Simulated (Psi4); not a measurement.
**SiH3Cl (SMILES [SiH3]Cl): levels of theory compared**

Aim: a comparison of 6 runs (B3LYP/6-31G*, DSD-PBEP86/aug-cc-pVDZ, HSE06/aug-cc-pVDZ, TPSSh/aug-cc-pVDZ, wB97X-V/aug-cc-pVDZ, MP3/aug-cc-pVDZ) of SiH3Cl. 

Program for the calculation: Psi4 1.11.

### Step 1. The system as given

SiH3Cl: 5 atoms, total charge 0, spin state singlet. As SMILES, `[SiH3]Cl`. The Si1–H5 distance was set to 3.258 Å, away from the relaxed value. At this shape a bond of the SMILES string is far longer than usual.

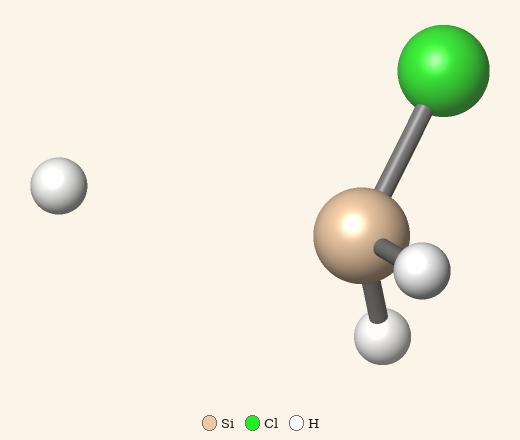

Viewed from a chosen angle; silicon light orange, chlorine green, hydrogen white.

### Step 2. Energy and forces at B3LYP/6-31G(d) (spherical functions) (run 1)

The input, clh3si.xyz:

```xyz
5
ClH3Si
Si    -0.017442    -1.753530     0.057658
Cl     1.932858    -2.285630     0.418458
H     -0.856342    -2.260430     1.167658
H     -0.440142    -2.357830    -1.226342
H     -0.190800     1.495400    -0.104700
```

The input, run.py:

```python
import psi4

psi4.set_memory('1600 MB')
psi4.set_num_threads(1)
psi4.set_output_file('clh3si.out', False)

with open('clh3si.xyz') as f:
    atoms = ''.join(f.readlines()[2:])
mol = psi4.geometry('0 1\n' + atoms + 'symmetry c1')

psi4.set_options({
    'basis': '6-31G*',
    'puream': True,
    'e_convergence': 1e-09,
    'd_convergence': 1e-08,
    'scf_type': 'pk',
    'dft_radial_points': 99,
    'dft_spherical_points': 590,
})

energy_value, wavefunction = psi4.gradient('b3lyp', return_wfn=True)
print('gradient / Eh bohr^-1')
print(energy_value.np.round(6))
print(f'energy = {wavefunction.energy():.10f} Eh')
```

On the command line:

```sh
python run.py
```

clh3si.out:

```text
[...]
  Running in c1 symmetry.
[...]
  Nuclear repulsion =   82.380996144496038
[...]
  Multiplicity = 1
[...]
  Nalpha       = 17
  Nbeta        = 17
[...]
    Number of basis functions: 42
[...]
   @RKS iter   1:  -751.28127971249137   -1.98439e-01   6.43572e-03 ADIIS/DIIS
[...]
   @RKS iter  12:  -751.36238633274513   -4.28599e-11   4.86588e-09 DIIS
[...]
    Orbital Energies [Eh]
    ---------------------
    Doubly Occupied:
       1A   -101.545787     2A    -66.205187     3A     -9.480102
       4A     -7.240733     5A     -7.234782     6A     -7.233923
       7A     -5.361408     8A     -3.721357     9A     -3.719420
      10A     -3.716925    11A     -0.853982    12A     -0.559920
      13A     -0.417838    14A     -0.411506    15A     -0.364473
      16A     -0.339769    17A     -0.238162
[...]
  @RKS Final Energy:  -751.36238633274513
   => Energetics <=
    Nuclear Repulsion Energy =             82.3809961444960379
    One-Electron Energy =               -1201.4358338302890843
    Two-Electron Energy =                 408.1102845012428588
    DFT Exchange-Correlation Energy =     -40.4178331481951076
    Empirical Dispersion Energy =           0.0000000000000000
    VV10 Nonlocal Energy =                  0.0000000000000000
    Total Energy =                       -751.3623863327452455
[...]
  -Total Gradient:
     Atom            X                  Y                   Z
    ------   -----------------  -----------------  -----------------
       1        0.002010642764    -0.021947145594     0.001208259378
       2       -0.002810474897    -0.001278839004    -0.000433775564
       3        0.001389409959    -0.003814607281    -0.002228643755
       4        0.000511043185    -0.003591857059     0.002891950337
       5       -0.001099776348     0.030636039219    -0.001437790400
[...]
```

Standard output:

```text
gradient / Eh bohr^-1
[[ 0.002011 -0.021947  0.001208]
 [-0.00281  -0.001279 -0.000434]
 [ 0.001389 -0.003815 -0.002229]
 [ 0.000511 -0.003592  0.002892]
 [-0.0011    0.030636 -0.001438]]
energy = -751.3623863327 Eh
```

Run time: 12 s. Hardware: 1 thread of Intel Xeon Platinum 8259CL at 2.50GHz (Skylake/Cascade Lake), shared host; peak memory 0.5 GiB.

### Step 3. The energy at DSD-PBEP86/aug-cc-pVDZ (density fitting for correlation) (run 2)

clh3si.xyz is that of step 2.

The input, run.py:

```python
import psi4

psi4.set_memory('1600 MB')
psi4.set_num_threads(1)
psi4.set_output_file('output.dat', False)

with open('clh3si.xyz') as f:
    atoms = ''.join(f.readlines()[2:])
geom = psi4.geometry('0 1\n' + atoms + 'symmetry c1\nno_reorient\nno_com')

options = {'puream': True, 'e_convergence': 1e-09, 'd_convergence': 1e-08, 'scf_type': 'pk', 'dft_radial_points': 99, 'dft_spherical_points': 590, 'num_frozen_docc': 10}
psi4.set_options(options)

energy_value = psi4.energy('dsd-pbep86/aug-cc-pVDZ')
print('E =', round(energy_value, 9))
```

On the command line:

```sh
python run.py
```

output.dat:

```text
[...]
  Running in c1 symmetry.
[...]
  Nuclear repulsion =   82.380996144496052
[...]
  Multiplicity = 1
[...]
  Nalpha       = 17
  Nbeta        = 17
[...]
    Number of basis functions: 81
[...]
   @RKS iter   1:  -750.55105351085444   -3.75685e-01   1.79326e-03 DIIS/ADIIS
[...]
   @RKS iter  10:  -750.57809444807356   -2.11458e-11   9.92415e-09 DIIS
[...]
  @RKS Final Energy:  -750.57809444807356
   => Energetics <=
    Nuclear Repulsion Energy =             82.3809961444960521
    One-Electron Energy =               -1200.7357611873960650
    Two-Electron Energy =                 381.9806198751829811
    DFT Exchange-Correlation Energy =     -14.2039492803565786
    Empirical Dispersion Energy =           0.0000000000000000
    VV10 Nonlocal Energy =                  0.0000000000000000
    Total Energy =                       -750.5780944480735570
[...]
 Multipole Moments:
 ------------------------------------------------------------------------------------
     Multipole            Electronic (a.u.)      Nuclear  (a.u.)        Total (a.u.)
 ------------------------------------------------------------------------------------
 L = 1.  Multiply by 2.5417464519 to convert [e a0] to [Debye]
 Dipole X            :        -59.1375663           58.8217205           -0.3158457
 Dipole Y            :        124.5810386         -125.7196808           -1.1386421
 Dipole Z            :        -14.6684052           14.6597658           -0.0086393
 Magnitude           :                                                    1.1816679
[...]
```

Standard output:

```text
E = -750.735464559
```

Wall time 17 s (1 thread of Intel Xeon Platinum 8259CL at 2.50GHz (Skylake/Cascade Lake), shared host); peak memory 1 GiB.

Runs 3 to 5 aren't shown in full; the table further down has their settings and results.

### Step 4. The energy at MP3/aug-cc-pVDZ (run 6)

The input, calc.py:

```python
import psi4

psi4.set_memory(1600000000)
psi4.set_num_threads(1)
psi4.core.set_output_file('output.dat', False)

m = psi4.geometry("""
0 1
Si
Cl 1 2.053528
H 1 1.480811 2 108.52006
H 1 1.480713 3 110.40053 2 118.82183
H 1 3.2576 4 110.4028 3 -122.35536
units angstrom
symmetry c1
""")

psi4.set_options({
    'basis': 'aug-cc-pVDZ',
    'puream': True,
    'e_convergence': 1e-09,
    'd_convergence': 1e-08,
    'scf_type': 'pk',
    'num_frozen_docc': 10,
    'mp_type': 'conv',
})

e_tot = psi4.energy('mp3')
print(f'total energy {e_tot:.8f} hartree = {e_tot * 27.211386:.5f} eV')
```

On the command line:

```sh
python calc.py
```

output.dat:

```text
[...]
  Running in c1 symmetry.
[...]
  Nuclear repulsion =   82.380993299933351
[...]
  Multiplicity = 1
[...]
  Nalpha       = 17
  Nbeta        = 17
[...]
    Number of basis functions: 81
[...]
   @RHF iter   1:  -750.00277904879579   -4.48970e-01   1.71321e-03 DIIS/ADIIS
[...]
   @RHF iter  11:  -750.02983395414549   -1.59162e-12   3.61357e-09 DIIS
[...]
  @RHF Final Energy:  -750.02983395414549
   => Energetics <=
    Nuclear Repulsion Energy =             82.3809932999333512
    One-Electron Energy =               -1200.4165706400565341
    Two-Electron Energy =                 368.0057433859776665
    Total Energy =                       -750.0298339541454880
[...]
 Multipole Moments:
 ------------------------------------------------------------------------------------
     Multipole            Electronic (a.u.)      Nuclear  (a.u.)        Total (a.u.)
 ------------------------------------------------------------------------------------
 L = 1.  Multiply by 2.5417464519 to convert [e a0] to [Debye]
 Dipole X            :         -2.5216465            1.3250671           -1.1965794
 Dipole Y            :          1.4556143           -0.7648420            0.6907723
 Dipole Z            :          5.8175677           -5.7628843            0.0546834
 Magnitude           :                                                    1.3827360
[...]
	SCS-MP2 Total Energy (a.u.)        :  -750.31896735233659
	SOS-MP2 Total Energy (a.u.)        :  -750.32266279563828
[...]
	SOS-PI-MP2 Total Energy (a.u.)     :  -750.34518809113774
[...]
	MP2 Total Energy (a.u.)            :  -750.31157646573308
[...]
	SCS-MP3 Total Energy (a.u.)        :  -750.32950692592556
[...]
	MP3 Total Energy (a.u.)            :  -750.35373476008897
[...]
```

Standard output:

```text
total energy -750.35373476 hartree = -20418.16511 eV
```

It took 22 s on 1 thread of Intel Xeon Platinum 8259CL at 2.50GHz (Skylake/Cascade Lake), shared host; peak memory 0.53 GiB.

### Step 5. All runs side by side

```
run                                                     level      task  frozen core orbitals  energy (Eh)  dipole moment (D)  HOMO energy (eV)  LUMO energy (eV)  wall time
  1                        B3LYP/6-31G* (spherical functions)  gradient                     0  -751.362386               2.11             -6.48             -4.05       12 s
  2  DSD-PBEP86/aug-cc-pVDZ (density fitting for correlation)    energy                    10  -750.735465                  –             -7.81             -2.47       17 s
  3                                         HSE06/aug-cc-pVDZ    energy                     0  -751.125693               2.39             -6.36             -4.42       57 s
  4                                         TPSSh/aug-cc-pVDZ  gradient                     0  -751.410665               2.41             -6.37             -4.41       73 s
  5                                       wB97X-V/aug-cc-pVDZ    energy                     0  -751.238109               2.80             -8.61             -2.25       99 s
  6                                           MP3/aug-cc-pVDZ    energy                    10  -750.353735                  –             -8.29             -1.32       22 s
```

### Step 6. Results

| quantity | value |
| --- | --- |
| run 6: total energy | -750.35373 Eh |
| run 6: HOMO energy (Hartree–Fock orbitals) | -8.29 eV |
| run 6: LUMO energy (Hartree–Fock orbitals) | -1.32 eV |
| run 6: HOMO–LUMO gap (Hartree–Fock orbitals) | 6.97 eV |
| run 6: correlation energy (10 core orbitals frozen) | -323.9 mEh |

In words: Over runs 1, 3, 4, 5 the dipole moment (its size) runs from 2.11 D (B3LYP/6-31G*) to 2.80 D (wB97X-V/aug-cc-pVDZ). The two ends differ in method and basis. Over runs 1, 2, 3, 4, 5 the HOMO–LUMO gap runs from 1.94 eV (HSE06/aug-cc-pVDZ) to 6.36 eV (wB97X-V/aug-cc-pVDZ). Totals of different functionals can't be ranked against each other. In runs 1, 2, 3, 4, 5, 6 a closed-shell determinant meets a far-stretched bond, which it describes badly. All runs together took 4.6 min, the longest 99 s.
